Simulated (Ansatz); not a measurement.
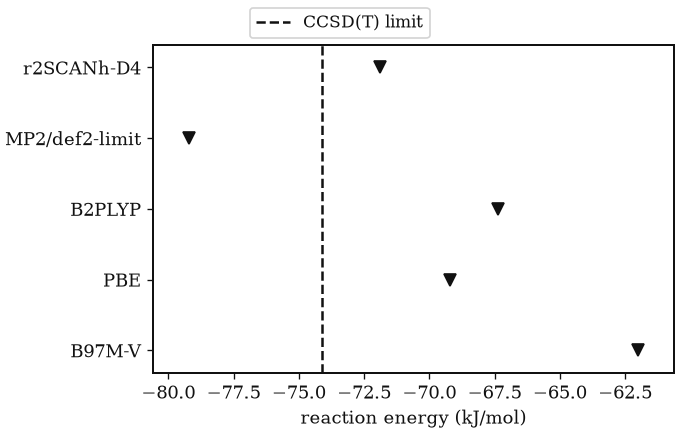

Electronic reaction energy of SbH₂OBr ([OH][SbH][Br]) + HBr (Br) → SbHBr₂ ([Br][SbH][Br]) + H₂O (O) (SMILES in brackets) at several levels (functionals in def2-TZVPP unless a basis is named), isolated molecules at PBE0-D4 triple-zeta geometries, minima by their frequencies, no zero-point or thermal terms, the Ansatz code. The line is frozen-core CCSD(T) at the basis limit (MP2 extrapolated from triple and quadruple zeta, plus CCSD(T) less MP2 in a smaller set). B2PLYP holds a correlation term that converges slowly with the basis, so part of the distance to the limit is basis error. No dispersion term is added to B2PLYP and PBE. Core potentials past Kr. The limit lies 9.1 kJ/mol from CCSD(T)/def2-TZVPP, so the line itself is uncertain by a part of that.

**What do zero-point energy and temperature add?**

Zero-point change 7.0 kJ/mol; at 298.15 K and 1 bar the CCSD(T) limit plus thermal terms gives an enthalpy of reaction of −65.9 and a free energy of −67.8 kJ/mol (harmonic PBE0-D4 modes, ideal gas).

**What range do the values span, the line included?**

From −79.2 kJ/mol (MP2/def2-limit) to −62.0 kJ/mol (B97M-V).

Caveats: no scalar relativity up to krypton; outer-core shells are correlated without core-valence functions, which makes the correlated values less sure; spin-orbit coupling is left out, and with Sb it can shift these values.
